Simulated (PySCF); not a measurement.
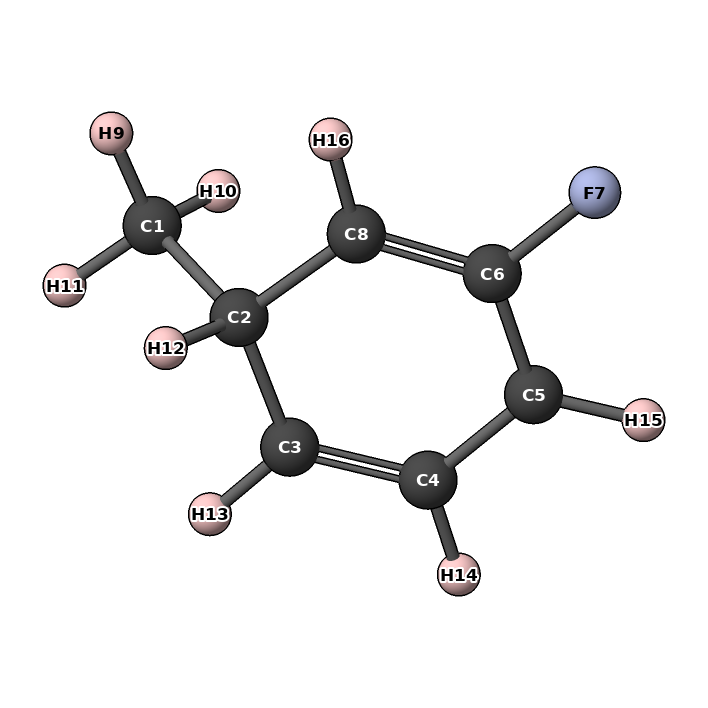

The questions are on Mulliken spin populations. The species is neutral and a spin doublet. Computed geometry: GFN2-xTB optimisation. No frequency run is at hand to confirm it as a minimum. Method: UKS B3LYP, pcH-1 on C F H, non-relativistic (PySCF 2.14.0).

Which atom carries the largest spin population?

Answer. C5 (0.55 e).

Which atom has the lowest spin population?

Answer. C4 (−0.20 e); a negative value comes from spin polarisation.

List the Mulliken spin populations.

```tsv
atom	value (e)
C1	0.05
C2	−0.07
C3	0.43
C4	−0.20
C5	0.55
C6	−0.18
F7	−0.01
C8	0.43
H9	0.00
H10	0.00
H11	0.00
H12	0.06
H13	−0.02
H14	0.01
H15	−0.03
H16	−0.02
```

Mulliken values depend strongly on the basis set.
